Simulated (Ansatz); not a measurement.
# revPBE/6-31G(d) (spherical functions) run of HCl (hydrogen chloride)

Aim: the electronic atomisation energy of HCl (hydrogen chloride) at revPBE/6-31G* (spherical functions), from 3 runs. 

The calculation is run with Ansatz 0.2.0.

56 further runs of the same task are left out: 2 that didn't finish, 54 set aside as unsound or not needed.

### 1 The structure to begin with

The species is HCl (2 atoms), meant as a singlet with charge 0. As SMILES, `Cl`. Geometry: relaxed at PBE0-D4/def2-TZVP.

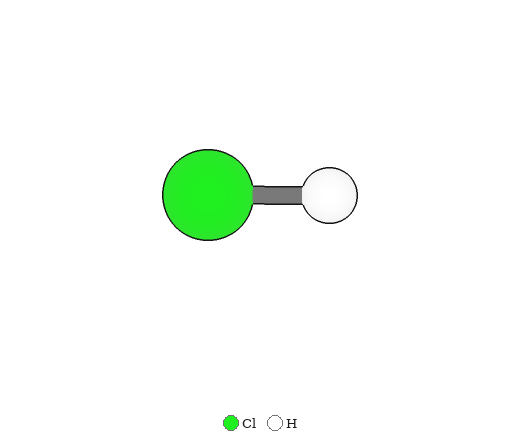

The structure, seen from a chosen angle (chlorine green, hydrogen white).

### 2 A single-point energy at revPBE/6-31G(d) (spherical functions)

in.yaml reads:

```yaml
crystal:
  periodic: [false, false, false]
  atoms:
    - symbol: Cl
      position_ang: [0.546000, -0.178500, 0.280800]
    - symbol: H
      position_ang: [-0.546000, 0.178500, -0.280800]
basis:
  gaussian:
    orbitals: 6-31G_st_-spherical.json
hamiltonian:
  xc: {name: revPBE}
accuracy: high
```

The basis set 6-31G* is read from a file made from the Basis Set Exchange's data (not shown).

Launch:

```console
$ ansatz run in.yaml --threads 1 --pin off --max-ram 2610MiB --events-out events.jsonl --progress --plain --runs-dir runs
```

Standard output:

```text
Warning: RAYON_NUM_THREADS=1 ignored (pool sized by the plan → 1); use --threads N
Functional definition: revPBE
  name "revPBE"
  parameter kappa = 1.245
  parameter beta = 0.06672455060314922
  exchange = pbe_x(kappa = kappa, mu = beta*pi^2/3)
  correlation = pbe_c(beta = beta)
319 factors; integrals over basis functions are off by at most 3.1e-9 eV
mean field evaluation 1: about -12535.8072 eV, gradient 9.4e0 eV
mean field evaluation 2: about -12535.7508 eV, gradient 1.1e1 eV
mean field evaluation 4: about -12536.0728 eV, gradient 2.0e-1 eV
mean field evaluation 8: about -12536.0668 eV, gradient 8.0e-4 eV
mean field evaluation 16: about -12536.0668 eV, gradient 1.0e-8 eV
mean field -12536.06680678 eV, -460.6919578978 hartree, gradient 1.0e-8 eV, S^2 0.000000; 0 other end points of the search recorded, 0 dependent functions left out
reference -12536.06680885 eV, -460.6919579740 hartree; 9, 9 occupied and 11, 11 virtual orbitals, 319 factors
Total energy: -12536.06680885 eV, -460.6919579740 hartree
```

Wall time 0.42 s (1 thread of Arm Neoverse V2, shared host).

### 3 The Cl atom at the same level

run.yaml reads:

```yaml
crystal:
  periodic: [false, false, false]
  atoms:
    - {symbol: Cl, position_ang: [0.000000, 0.000000, 0.000000]}
basis:
  gaussian:
    orbitals: 6-31G_st_-spherical.json
magnetization:
  spin_polarized: true
  initial_magnetization: 1
hamiltonian:
  xc: {name: revPBE}
accuracy: high
```

The basis set 6-31G* is read from a file made from the Basis Set Exchange's data (not shown).

Run the same way, it converges to -460.03189 Eh (log not shown).

### 4 The H atom

in.yaml reads:

```yaml
crystal:
  periodic: [false, false, false]
  atoms:
    - {symbol: H, position_ang: [0.000000, 0.000000, 0.000000]}
basis:
  gaussian: {orbitals: "6-31G*"}
magnetization: {spin_polarized: true, initial_magnetization: 1}
hamiltonian: {xc: {name: revPBE}}
accuracy: high
```

Launch:

```console
$ ansatz run in.yaml --threads 1 --pin off --max-ram 2610MiB --events-out events.jsonl --progress --plain --runs-dir runs
```

Standard output, shortened:

```text
Warning: RAYON_NUM_THREADS=1 ignored (pool sized by the plan → 1); use --threads N
[... 6 set-up lines as earlier in the session ...]
3 factors; integrals over basis functions are off by at most 5.4e-10 eV
mean field evaluation 1: about -13.6592 eV, gradient 1.3e-1 eV
mean field evaluation 2: about -13.6582 eV, gradient 1.5e-1 eV
mean field evaluation 4: about -13.6584 eV, gradient 9.0e-7 eV
mean field evaluation 8: about -13.6584 eV, gradient 5.2e-10 eV
mean field -13.65837642 eV, -0.5019360756 hartree, gradient 3.5e-9 eV, S^2 0.750000; 0 other end points of the search recorded, 0 dependent functions left out
reference -13.65837845 eV, -0.5019361500 hartree; 1, 0 occupied and 1, 2 virtual orbitals, 3 factors
Total energy: -13.65837845 eV, -0.5019361500 hartree
```

It took 0.1 s on 1 thread of Arm Neoverse V2, shared host.

### 5 What came out

At revPBE/6-31G* (spherical functions):

```
                     quantity          value
       molecule: total energy  -460.69196 Eh
        Cl atom: total energy  -460.03189 Eh
                Cl atom: ⟨S²⟩          0.752
         H atom: total energy    -0.50194 Eh
                 H atom: ⟨S²⟩          0.750
electronic atomisation energy       4.303 eV
```

**Reading.** Taking the molecule apart into free atoms costs 4.30 eV (99 kcal/mol), before zero-point energy and without spin-orbit coupling.
